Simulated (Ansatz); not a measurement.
CH6O2Sn: nudged elastic band

- system: CH6O2Sn
- method: RKS PBE0-D4/def2-SVP (Ansatz 0.2.0)

It belongs to a series of runs on one base structure; here: band between the two ends. Figures and captions count atoms from 1; the log counts them from 0 in places.

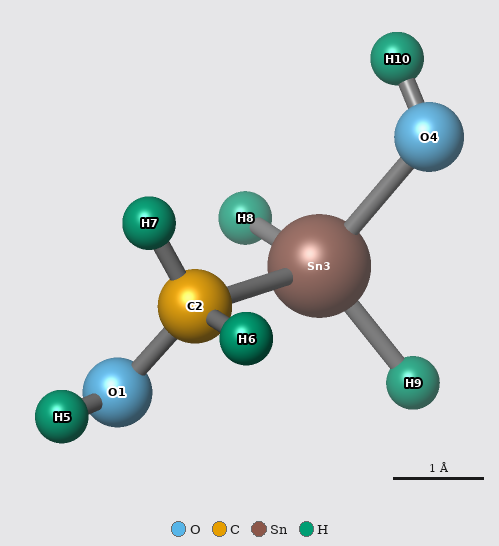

Figure 1. The structure as given in the input (ball-and-stick view, seen at a tilt; atoms are numbered from 1 in the order of the input). Sticks mark near contacts. Bond lengths as drawn: C–H 1.11 Å, C–O 1.40 Å, C–Sn 2.17 Å, H–O 0.96 Å, H–Sn 1.71 to 1.72 Å and O–Sn 2.00 Å.

Input file:
```yaml
crystal:
  periodic: [false, false, false]
  atoms:
    - { symbol: O, position_ang: [-2.037052, 0.286586, -0.14106] }
    - { symbol: C, position_ang: [-0.727448, 0.739011, -0.373546] }
    - { symbol: Sn, position_ang: [0.555879, -0.725996, 0.572888] }
    - { symbol: O, position_ang: [2.459729, -0.238838, 0.21922] }
    - { symbol: H, position_ang: [-2.659039, 0.922976, -0.50946] }
    - { symbol: H, position_ang: [-0.51826, 1.727584, 0.078243] }
    - { symbol: H, position_ang: [-0.470256, 0.803411, -1.448741] }
    - { symbol: H, position_ang: [0.259502, -2.297327, -0.058448] }
    - { symbol: H, position_ang: [0.438461, -0.668766, 2.277404] }
    - { symbol: H, position_ang: [2.781484, -0.59974, -0.613699] }
basis:
  gaussian: { orbitals: def2-SVP }
hamiltonian:
  xc: pbe0
  dispersion: d4
neb:
  order_check: false
  images: 5
  f_tol: 0.03
  max_iterations: 60
  final_atoms:
    - { symbol: O, position_ang: [-2.24759995, 0.45912548, -0.08281104] }
    - { symbol: C, position_ang: [-0.89528574, 0.61516618, -0.47510968] }
    - { symbol: Sn, position_ang: [-0.17919838, -1.43969088, 0.01587873] }
    - { symbol: O, position_ang: [2.13976969, -0.61764429, -0.10078704] }
    - { symbol: H, position_ang: [-2.71713794, 1.29082874, -0.20494074] }
    - { symbol: H, position_ang: [-0.37424348, 1.40724912, 0.09608582] }
    - { symbol: H, position_ang: [-0.7923632, 0.84678227, -1.55319372] }
    - { symbol: H, position_ang: [2.29961519, -0.28034891, 0.79012001] }
    - { symbol: H, position_ang: [0.07116201, -1.00230601, 1.74280431] }
    - { symbol: H, position_ang: [2.77828181, -1.33026068, -0.22524565] }
  initial_path:
    images:
      - { positions_ang: [[-2.037052, 0.286586, -0.14106], [-0.727448, 0.739011, -0.373546], [0.555879, -0.725996, 0.572888], [2.459729, -0.238838, 0.21922], [-2.659039, 0.922976, -0.50946], [-0.51826, 1.727584, 0.078243], [-0.470256, 0.803411, -1.448741], [0.259502, -2.297327, -0.058448], [0.438461, -0.668766, 2.277404], [2.781484, -0.59974, -0.613699]] }
      - { positions_ang: [[-2.05319474, 0.32959325, -0.12876985], [-0.74260152, 0.71103084, -0.37413781], [0.47654709, -0.79554713, 0.54831383], [2.42409849, -0.38317449, 0.19209797], [-2.63882157, 1.02197015, -0.5266278], [-0.487215, 1.69703101, 0.07314495], [-0.49937252, 0.75446222, -1.45477368], [0.65056233, -2.03912685, 0.075469], [0.32167208, -0.75691486, 2.27999461], [2.63132536, -0.59042313, -0.68191023]] }
      - { positions_ang: [[-2.06933749, 0.37260049, -0.1164797], [-0.75775504, 0.68305067, -0.37472962], [0.39721518, -0.86509825, 0.52373966], [2.38846798, -0.52751097, 0.16497595], [-2.61860414, 1.1209643, -0.5437956], [-0.45616999, 1.66647802, 0.06804691], [-0.52848905, 0.70551344, -1.46080635], [1.04162265, -1.7809267, 0.209386], [0.20488317, -0.84506372, 2.28258522], [2.48116672, -0.58110627, -0.75012146]] }
      - { positions_ang: [[-2.08548023, 0.41560774, -0.10418955], [-0.77290856, 0.65507051, -0.37532142], [0.31788328, -0.93464938, 0.49916549], [2.35283747, -0.67184746, 0.13785392], [-2.5983867, 1.21995845, -0.5609634], [-0.42512499, 1.63592502, 0.06294886], [-0.55760557, 0.65656466, -1.46683903], [1.43268298, -1.52272656, 0.343303], [0.08809425, -0.93321258, 2.28517583], [2.33100808, -0.5717894, -0.81833269]] }
      - { positions_ang: [[-2.13952014, 0.43011365, -0.09706338], [-0.81370095, 0.64176906, -0.40858418], [0.15218939, -1.10299654, 0.3380699], [2.28181487, -0.65377974, 0.05830693], [-2.63797045, 1.24358188, -0.44228918], [-0.40816449, 1.55969972, 0.07399451], [-0.63585811, 0.71997053, -1.49562392], [1.72166038, -1.10860067, 0.492242], [0.08245017, -0.95624372, 2.10438532], [2.48009932, -0.82461316, -0.62063701]] }
      - { positions_ang: [[-2.19356005, 0.44461956, -0.08993721], [-0.85449334, 0.62846762, -0.44184693], [-0.0135045, -1.27134371, 0.17697432], [2.21079228, -0.63571202, -0.02124006], [-2.67755419, 1.26720531, -0.32361496], [-0.39120398, 1.48347442, 0.08504017], [-0.71411066, 0.7833764, -1.52440882], [2.01063779, -0.69447479, 0.64118101], [0.07680609, -0.97927486, 1.92359481], [2.62919056, -1.07743692, -0.42294133]] }
      - { positions_ang: [[-2.24759995, 0.45912548, -0.08281104], [-0.89528574, 0.61516618, -0.47510968], [-0.17919838, -1.43969088, 0.01587873], [2.13976969, -0.61764429, -0.10078704], [-2.71713794, 1.29082874, -0.20494074], [-0.37424348, 1.40724912, 0.09608582], [-0.7923632, 0.84678227, -1.55319372], [2.29961519, -0.28034891, 0.79012001], [0.07116201, -1.00230601, 1.74280431], [2.77828181, -1.33026068, -0.22524565]] }
```

Run on 2 threads of AMD EPYC (Zen 5), 16 GiB of memory available, shared host.

Command:
```bash
ansatz run input.yaml --threads 2 --pin off --max-ram 3072MiB --backend cpu --events-out ev --progress --plain --runs-dir out
```

What the program printed:
```
Engine: ansatz 0.2.0, x86_64-unknown-linux-gnu
Functional definition: PBE0
  parameter a = 0.25
  parameter kappa = 0.804
  parameter beta = 0.06672455060314922
  exchange = (1 - a)*pbe_x(kappa = kappa, mu = beta*pi^2/3) + a*exact_x
  correlation = pbe_c(beta = beta)
1138 factors; integrals over basis functions are off by at most 3.6e-4 eV
mean field evaluation 1: about -11041.8685 eV, gradient 6.4e1 eV
mean field evaluation 2: about -11025.7241 eV, gradient 1.1e2 eV
mean field evaluation 4: about -11049.6264 eV, gradient 6.0e0 eV
mean field evaluation 8: about -11049.7302 eV, gradient 8.2e-2 eV
mean field -11049.73016703 eV, -406.0700938623 hartree, gradient 8.4e-5 eV, S^2 0.000000; 0 other end points of the search recorded, 0 dependent functions left out
the calculation of the forces begins
reference -11049.73019672 eV, -406.0700949533 hartree; 25, 25 occupied and 73, 73 virtual orbitals, 1138 factors
1141 factors; integrals over basis functions are off by at most 1.2e-3 eV
mean field evaluation 16: about -11042.4254 eV, gradient 5.9e1 eV
mean field -11049.56092134 eV, -406.0638741978 hartree, gradient 5.5e-5 eV, S^2 0.000000; 0 other end points of the search recorded, 0 dependent functions left out
[... from here on the field's lines of each further geometry are left out, up to the last ...]
NEB iter   1: max|band force component| = 3.588e1 eV/Å  barrier→ = 7.3555 eV  barrier← = 7.1952 eV  Δτ_max = 0.2000 Å  (183 SCF iters)
NEB iter   2: max|band force component| = 8.600e0 eV/Å  barrier→ = 2.9506 eV  barrier← = 2.7903 eV  Δτ_max = 0.2000 Å  (172 SCF iters)
NEB iter   3: max|band force component| = 4.425e0 eV/Å  barrier→ = 2.3272 eV  barrier← = 2.1669 eV  Δτ_max = 0.1990 Å  (157 SCF iters)
NEB iter   4: max|band force component| = 1.759e0 eV/Å  barrier→ = 1.8175 eV  barrier← = 1.6572 eV  Δτ_max = 0.1952 Å  (151 SCF iters)
NEB iter   5: max|band force component| = 8.590e-1 eV/Å  barrier→ = 1.2886 eV  barrier← = 1.1283 eV  Δτ_max = 0.2000 Å  (147 SCF iters)
NEB iter   6: max|band force component| = 3.820e0 eV/Å  barrier→ = 1.2984 eV  barrier← = 1.1381 eV  Δτ_max = 0.0998 Å  (149 SCF iters)
NEB iter   7: max|band force component| = 2.894e0 eV/Å  barrier→ = 1.0983 eV  barrier← = 0.9380 eV  Δτ_max = 0.1011 Å  (145 SCF iters)
NEB iter   8: max|band force component| = 1.304e0 eV/Å  barrier→ = 0.9926 eV  barrier← = 0.8323 eV  CI = image 2  Δτ_max = 0.2000 Å  (146 SCF iters)
NEB iter   9: max|band force component| = 1.780e0 eV/Å  barrier→ = 1.5093 eV  barrier← = 1.3490 eV  CI = image 2  Δτ_max = 0.1962 Å  (154 SCF iters)
NEB iter  10: max|band force component| = 1.486e0 eV/Å  barrier→ = 1.7945 eV  barrier← = 1.6342 eV  CI = image 2  Δτ_max = 0.1915 Å  (152 SCF iters)
NEB iter  11: max|band force component| = 1.057e0 eV/Å  barrier→ = 2.0171 eV  barrier← = 1.8568 eV  CI = image 2  Δτ_max = 0.2000 Å  (151 SCF iters)
NEB iter  12: max|band force component| = 7.373e-1 eV/Å  barrier→ = 2.1660 eV  barrier← = 2.0057 eV  CI = image 2  Δτ_max = 0.2000 Å  (154 SCF iters)
NEB iter  13: max|band force component| = 3.336e-1 eV/Å  barrier→ = 2.0678 eV  barrier← = 1.9075 eV  CI = image 2  Δτ_max = 0.1082 Å  (144 SCF iters)
NEB iter  14: max|band force component| = 1.683e-1 eV/Å  barrier→ = 2.0421 eV  barrier← = 1.8818 eV  CI = image 2  Δτ_max = 0.0861 Å  (147 SCF iters)
NEB iter  15: max|band force component| = 1.099e-1 eV/Å  barrier→ = 2.0338 eV  barrier← = 1.8735 eV  CI = image 2  Δτ_max = 0.0870 Å  (147 SCF iters)
NEB iter  16: max|band force component| = 1.305e-1 eV/Å  barrier→ = 2.0291 eV  barrier← = 1.8689 eV  CI = image 2  Δτ_max = 0.0334 Å  (145 SCF iters)
NEB iter  17: max|band force component| = 7.047e-2 eV/Å  barrier→ = 2.0280 eV  barrier← = 1.8677 eV  CI = image 2  Δτ_max = 0.0360 Å  (150 SCF iters)
NEB iter  18: max|band force component| = 3.103e-2 eV/Å  barrier→ = 2.0275 eV  barrier← = 1.8673 eV  CI = image 2  Δτ_max = 0.0055 Å  (150 SCF iters)
the calculation of the forces begins
reference -11049.52996855 eV, -406.0627367038 hartree; 25, 25 occupied and 73, 73 virtual orbitals, 1140 factors
1138 factors; integrals over basis functions are off by at most 1.1e-3 eV
mean field -11047.70553150 eV, -405.9956898787 hartree, gradient 2.3e-5 eV, S^2 0.000000; 1 other end points of the search recorded, 0 dependent functions left out
the calculation of the forces begins
reference -11047.70556054 eV, -405.9956909461 hartree; 25, 25 occupied and 73, 73 virtual orbitals, 1138 factors
NEB iter  19: max|band force component| = 2.555e-2 eV/Å  barrier→ = 2.0274 eV  barrier← = 1.8672 eV  CI = image 2  Δτ_max = 0.0000 Å  (248 SCF iters)
```

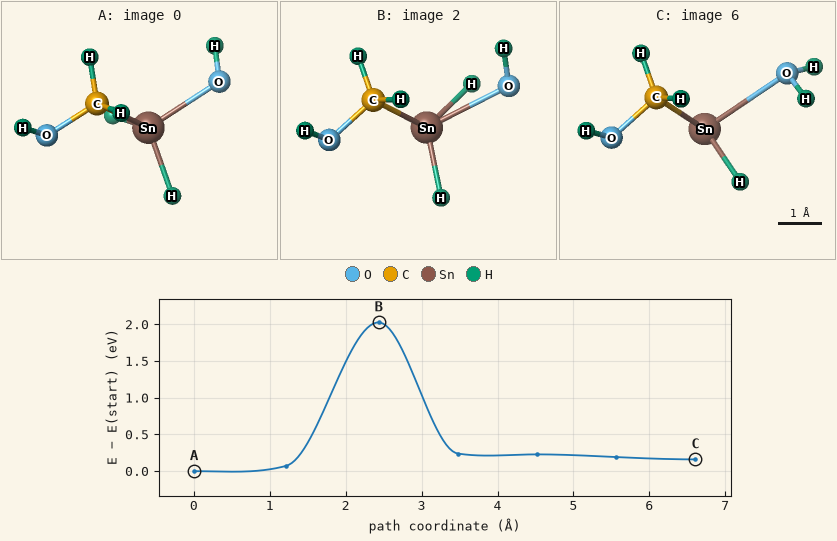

Figure 2. Images of the last band (counted from 0; ball-and-stick, seen at a tilt) above the energy along the path; the line is a cubic interpolation that uses the forces. The highest image is number 2, 2.027 eV above the start and 1.867 eV above the end (the climbing image); the end lies 0.160 eV above the start. The path is 6.61 Å long. The band converged in 19 iterations.

```
Total energy: -11047.84765722 eV, -406.0009129026 hartree
Atom 0 at    -2.110878     0.625157     0.051350 Å, force    -0.001656    -0.008286    -0.002050 eV/Å
Atom 1 at    -0.805344     0.608834    -0.462523 Å, force     0.003317     0.007476     0.009970 eV/Å
Atom 2 at     0.203582    -1.039754     0.559962 Å, force    -0.003242     0.001153    -0.000873 eV/Å
Atom 3 at     2.347558    -0.658575     0.332980 Å, force    -0.000885    -0.004930     0.002081 eV/Å
Atom 4 at    -2.596036     1.356713    -0.344941 Å, force     0.001007     0.006725     0.000250 eV/Å
Atom 5 at    -0.230187     1.529152    -0.232924 Å, force    -0.000682    -0.001703    -0.003936 eV/Å
Atom 6 at    -0.769594     0.451439    -1.557367 Å, force    -0.001133    -0.004748    -0.002213 eV/Å
Atom 7 at     1.594336    -1.937375    -0.048258 Å, force     0.004598     0.004458     0.001029 eV/Å
Atom 8 at    -0.080413    -0.727174     2.234782 Å, force    -0.000717    -0.001173    -0.000960 eV/Å
Atom 9 at     2.529977    -0.259517    -0.530260 Å, force    -0.000606     0.001028    -0.003296 eV/Å
Dipole moment:    -0.267366     0.326877    -0.524613 e Å
this run last wrote the band of iteration 19 to [file]
```

The last band as extended XYZ (Å, eV, eV/Å):
```
10
Properties=species:S:1:pos:R:3:forces:R:3 image=0 energy=-11049.87508
O    -2.0371    0.2866   -0.1411   -0.0036  -0.0014   0.0009
C    -0.7274    0.7390   -0.3735    0.0064   0.0041  -0.0040
Sn    0.5559   -0.7260    0.5729   -0.0016  -0.0080   0.0068
O     2.4597   -0.2388    0.2192    0.0125   0.0042  -0.0016
H    -2.6590    0.9230   -0.5095   -0.0035  -0.0002   0.0003
H    -0.5183    1.7276    0.0782   -0.0009  -0.0009  -0.0016
H    -0.4703    0.8034   -1.4487   -0.0029   0.0020   0.0002
H     0.2595   -2.2973   -0.0584   -0.0028  -0.0003  -0.0033
H     0.4385   -0.6688    2.2774   -0.0018   0.0016   0.0015
H     2.7815   -0.5997   -0.6137   -0.0020  -0.0010   0.0009
10
Properties=species:S:1:pos:R:3:forces:R:3 image=1 energy=-11049.80233
O    -2.0342    0.5708    0.1118    0.0185  -0.0386   0.0041
C    -0.7615    0.6053   -0.4758    0.0246  -0.0007  -0.0108
Sn    0.5100   -0.8356    0.5402    0.1107   0.0740  -0.0123
O     2.3774   -0.1388    0.4102    0.0177   0.2110   0.0519
H    -2.5580    1.2950   -0.2490    0.0108  -0.0361   0.0162
H    -0.2379    1.5703   -0.3274   -0.0109   0.0157  -0.0320
H    -0.7777    0.4007   -1.5638    0.0104  -0.0191  -0.0073
H     0.7276   -2.3782   -0.1702   -0.3158  -0.1547  -0.0396
H     0.1214   -0.8405    2.2043    0.0569  -0.0546  -0.0167
H     2.7159   -0.3001   -0.4775    0.0771   0.0032   0.0466
10
Properties=species:S:1:pos:R:3:forces:R:3 image=2 energy=-11047.84763
O    -2.1109    0.6252    0.0513   -0.0017  -0.0083  -0.0021
C    -0.8053    0.6088   -0.4625    0.0033   0.0075   0.0100
Sn    0.2036   -1.0398    0.5600   -0.0032   0.0012  -0.0009
O     2.3476   -0.6586    0.3330   -0.0009  -0.0049   0.0021
H    -2.5960    1.3567   -0.3449    0.0010   0.0067   0.0003
H    -0.2302    1.5292   -0.2329   -0.0007  -0.0017  -0.0039
H    -0.7696    0.4514   -1.5574   -0.0011  -0.0047  -0.0022
H     1.5943   -1.9374   -0.0483    0.0046   0.0045   0.0010
H    -0.0804   -0.7272    2.2348   -0.0007  -0.0012  -0.0010
H     2.5300   -0.2595   -0.5303   -0.0006   0.0010  -0.0033
10
Properties=species:S:1:pos:R:3:forces:R:3 image=3 energy=-11049.63484
O    -2.1460    0.5914   -0.0243   -0.0139  -0.0077   0.0091
C    -0.7882    0.6057   -0.4283    0.0026   0.0033  -0.0039
Sn   -0.2345   -1.2986    0.6072   -0.1089  -0.0606   0.0216
O     2.1696   -0.9179    0.2472   -0.0435  -0.0962  -0.0348
H    -2.6095    1.3553   -0.3821    0.0064   0.0160  -0.0128
H    -0.2495    1.5083   -0.0810    0.0056   0.0005   0.0292
H    -0.6815    0.5426   -1.5298    0.0104   0.0031   0.0055
H     2.3312   -1.7263   -0.2567    0.1686   0.0690  -0.0330
H    -0.1043   -0.5217    2.1970    0.0091   0.0807   0.0004
H     2.3958   -0.1899   -0.3466   -0.0365  -0.0081   0.0186
10
Properties=species:S:1:pos:R:3:forces:R:3 image=4 energy=-11049.64617
O    -2.2176    0.4965   -0.2725   -0.0013   0.0010  -0.0015
C    -0.8120    0.6141   -0.4141    0.0053   0.0003  -0.0015
Sn   -0.2656   -1.3622    0.4759    0.0015   0.0026   0.0002
O     2.1134   -0.7130    0.1970   -0.0088   0.0053   0.0078
H    -2.6334    1.3467   -0.4488    0.0000  -0.0005   0.0029
H    -0.3959    1.4607    0.1624   -0.0020  -0.0011  -0.0002
H    -0.5075    0.7349   -1.4737   -0.0017  -0.0009   0.0007
H     2.6988   -1.4559    0.3899    0.0024   0.0002  -0.0056
H    -0.1707   -0.6713    2.1179   -0.0010  -0.0008  -0.0009
H     2.2734   -0.5015   -0.7313    0.0056  -0.0061  -0.0019
10
Properties=species:S:1:pos:R:3:forces:R:3 image=5 energy=-11049.68276
O    -2.2903    0.4620   -0.2508   -0.0061   0.0033   0.0024
C    -0.8937    0.6296   -0.4185    0.0019   0.0023   0.0017
Sn   -0.2135   -1.3826    0.2577    0.0012   0.0011  -0.0121
O     2.1155   -0.6116    0.0403   -0.0181   0.0127  -0.0112
H    -2.7387    1.2923   -0.4413   -0.0041   0.0028   0.0043
H    -0.4827    1.4443    0.2060   -0.0012  -0.0006   0.0011
H    -0.6150    0.8307   -1.4721   -0.0083   0.0049   0.0000
H     2.6192   -0.8505    0.8281    0.0012   0.0216   0.0151
H     0.0043   -0.8445    1.9538    0.0098  -0.0083  -0.0085
H     2.5778   -1.0208   -0.7005    0.0237  -0.0398   0.0073
10
Properties=species:S:1:pos:R:3:forces:R:3 image=6 energy=-11049.71480
O    -2.2476    0.4591   -0.0828    0.0081   0.0141   0.0004
C    -0.8953    0.6152   -0.4751   -0.0017   0.0000   0.0023
Sn   -0.1792   -1.4397    0.0159    0.0031   0.0023  -0.0001
O     2.1398   -0.6176   -0.1008   -0.0021   0.0014  -0.0031
H    -2.7171    1.2908   -0.2049   -0.0065  -0.0084  -0.0007
H    -0.3742    1.4072    0.0961   -0.0001  -0.0052  -0.0025
H    -0.7924    0.8468   -1.5532   -0.0007  -0.0008   0.0017
H     2.2996   -0.2803    0.7901    0.0007  -0.0001   0.0015
H     0.0712   -1.0023    1.7428   -0.0035  -0.0011   0.0001
H     2.7783   -1.3303   -0.2252    0.0028  -0.0022   0.0004
```

Summary:

- outcome: converged
- barrier, forward: 2.027 eV
- barrier, backward: 1.867 eV
- wall time: 96 s (CPU time 3.1 min)
- peak memory: 0.23 GiB

Notes:

The order of the saddle point was not checked.
